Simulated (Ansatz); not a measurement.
Mg64Si31I: several calculations on one system

**1. Relaxation**

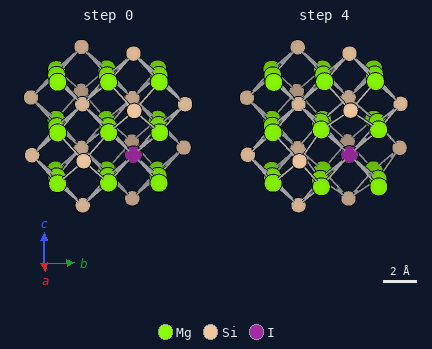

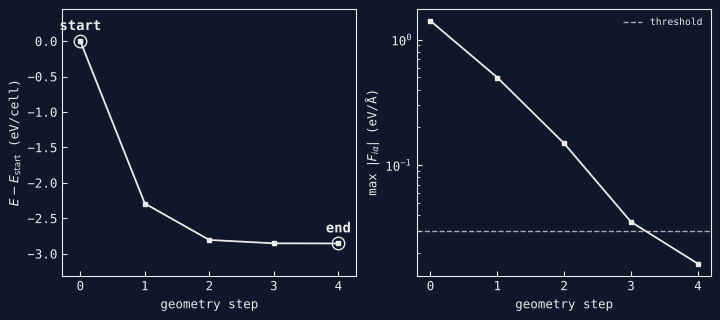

First and last geometry of a relaxation of a defect cell of composition Mg$_{64}$Si$_{31}$I (cell charge +1), with the history of the run. A ball-and-stick model of the atoms within 5.8 Å of the atom that moves most (axes of the cell of the calculation (origin shifted)), seen from a free direction.

All numbers below come from DFT, PBEsol, PAW, plane waves (Ansatz). Settings: plane-wave cutoff 420 eV; k-point mesh 1 × 1 × 1; mesh shifted by (0.25, 0.25, 0.25); no spin polarisation; atoms relaxed in a fixed cell; force threshold 0.03 eV/Å; at most 80 steps.

Did the run converge, and what did it change?

Answer. It converged. The largest moves, 0.39 Å, are those of Mg atoms. Largest moves by element: Mg 0.39 Å, Si 0.06 Å, I 0.03 Å. The cell doesn't change. Some distances before and after: I–Mg 2.693 → 3.097 Å, I–Mg 2.689 → 3.081 Å, I–Mg 2.732 → 3.098 Å, I–Mg 2.769 → 3.097 Å. Bond angles that change, for instance: Si–Mg–I 110.4° → 101.9°, Si–Mg–I 110.6° → 102.7°, Si–Mg–I 109.9° → 102.7°. Over 4 geometry steps the energy falls by 2.855 eV per cell of the calculation. Largest force component: 1.4 eV/Å at the start, 0.016 eV/Å at the end.

```json
{"step": "0", "E − E(0), meV/atom": "0.00", "largest force component, eV/Å": "1.4112"}
{"step": "1", "E − E(0), meV/atom": "-23.87", "largest force component, eV/Å": "0.4992"}
{"step": "2", "E − E(0), meV/atom": "-29.22", "largest force component, eV/Å": "0.1490"}
{"step": "3", "E − E(0), meV/atom": "-29.71", "largest force component, eV/Å": "0.0353"}
{"step": "4", "E − E(0), meV/atom": "-29.74", "largest force component, eV/Å": "0.0164"}
```

Limits of the set-up: the cell is charged, on a uniform background, and energies carry no finite-size correction.

**2. Relaxation**

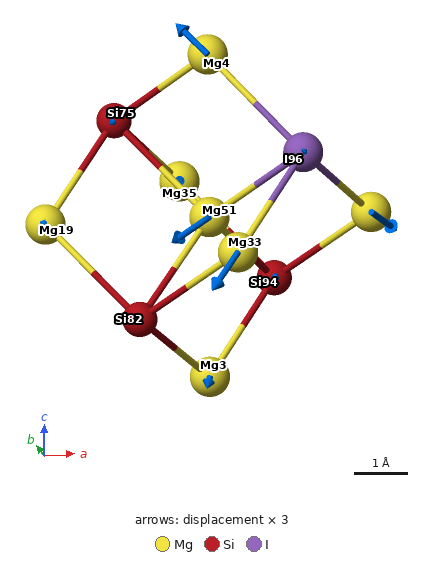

This is a relaxation of a defect cell of composition Mg64Si31I (cell charge +3). The starting structure is drawn; blue arrows show the displacements, magnified 3 times.

The picture is a ball-and-stick view of the atoms within 4.2 Å of the atom that moves most (axes of the cell of the calculation (origin shifted)), seen from a free direction.

Method: DFT, PBEsol, PAW, plane waves in Ansatz 0.2.0. Set-up: plane-wave cutoff 420 eV; k-point mesh 1 × 1 × 1; mesh shifted by (0.25, 0.25, 0.25); no spin polarisation; atoms relaxed in a fixed cell; force threshold 0.03 eV/Å; at most 80 steps.

> Atoms of which element are displaced furthest, and by how much?

Magnesium: up to 0.36 Å, against 0.06 Å for silicon.

> What happened in the run?

After 3 geometry steps the energy has fallen by 2.977 eV per cell of the calculation. The largest force component goes from 1.4 to 0.014 eV/Å. The largest moves, 0.36 Å, are those of Mg atoms. By element the largest moves are Mg 0.36 Å, Si 0.06 Å, I 0.03 Å. The lattice vectors keep their values. Some distances before and after: I–Mg 2.693 → 3.077 Å, I–Mg 2.732 → 3.077 Å, I–Mg 2.769 → 3.078 Å, Mg–Si 2.786 → 2.651 Å. Bond angles that change, for instance: Si–Mg–I 111.0° → 102.6°, Si–Mg–Si 107.9° → 115.1°, Si–Mg–I 109.8° → 102.8°.

Limits of the set-up: the cell is charged, on a uniform background, and energies carry no finite-size correction.

**3. Defect**

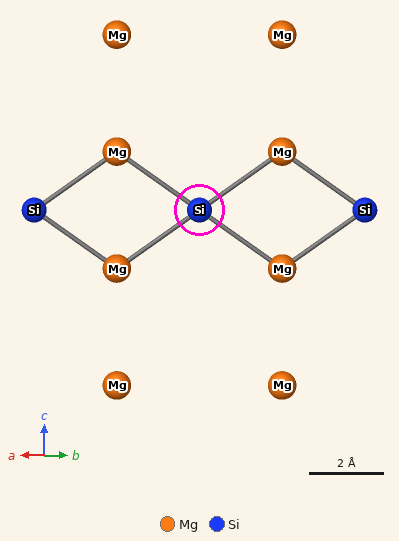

Perfect Mg₂Si. Style: ball-and-stick. Shown: the atoms within 6.0 Å of one point, in a slice 3.4 Å thick across the line of sight, along [110].

Theory: DFT, PBEsol, PAW, plane waves in Ansatz. Settings: plane-wave cutoff 420 eV; k-point mesh 1 × 1 × 1; mesh shifted by (0.25, 0.25, 0.25); no spin polarisation. Fermi-Dirac smearing of 0.01 eV. A uniform background neutralises the charged cell. The axes drawn are those of the host's conventional cell.

A silicon atom is replaced by iodine at the ringed place, in charge state +1. The supercell has 96 sites, and the atoms are relaxed at the host's cell.

### Predict the relaxed surroundings of the defect.

In the host the Si atom has 8 Mg at 2.74 Å; the I atom ends with 8 Mg at 3.08 to 3.10 Å. Of the host's atoms, a magnesium atom moves furthest from its site, by 0.36 Å.

The relaxed defect, seen from the same direction:

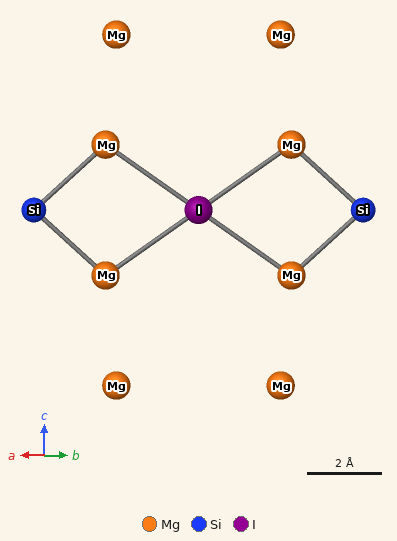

Limits of the set-up: the cell is charged, on a uniform background, and energies carry no finite-size correction.

**4. Defect**

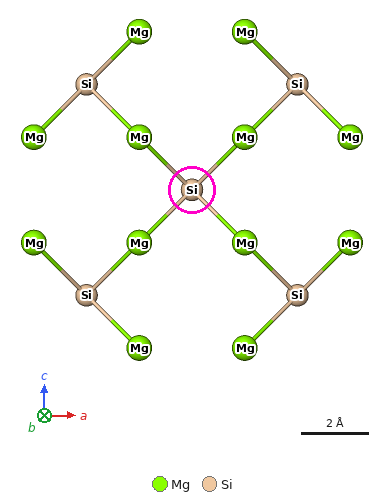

Perfect Mg2Si. A ball-and-stick model of the atoms within 6.0 Å of one point, in a slice 4.2 Å thick across the line of sight, seen along the b axis.

Computed with DFT, PBEsol, PAW, plane waves in Ansatz. (plane-wave cutoff 420 eV; k-point mesh 1 × 1 × 1; mesh shifted by (0.25, 0.25, 0.25); no spin polarisation) Fermi-Dirac smearing of 0.01 eV. A uniform background neutralises the charged cell. The axes drawn are those of the host's conventional cell.

A silicon atom is replaced by iodine at the ringed place, in charge state +3. The supercell has 96 sites, and the atoms are relaxed at the host's cell.

Q: How do the neighbours respond?

A: In the host the Si atom has 8 Mg at 2.74 Å; the I atom ends with 8 Mg at 3.07 to 3.08 Å. Of the host's atoms, a magnesium atom moves furthest from its site, by 0.34 Å.

The relaxed defect, seen from the same direction:

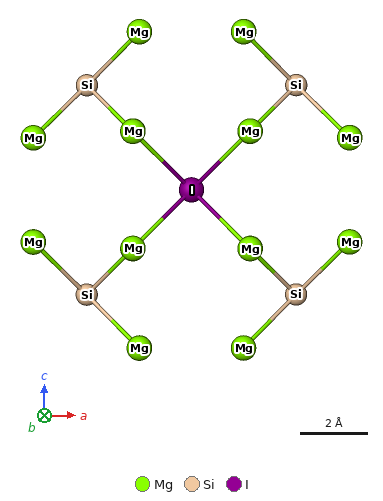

Limits of the set-up: the cell is charged, on a uniform background, and energies carry no finite-size correction.
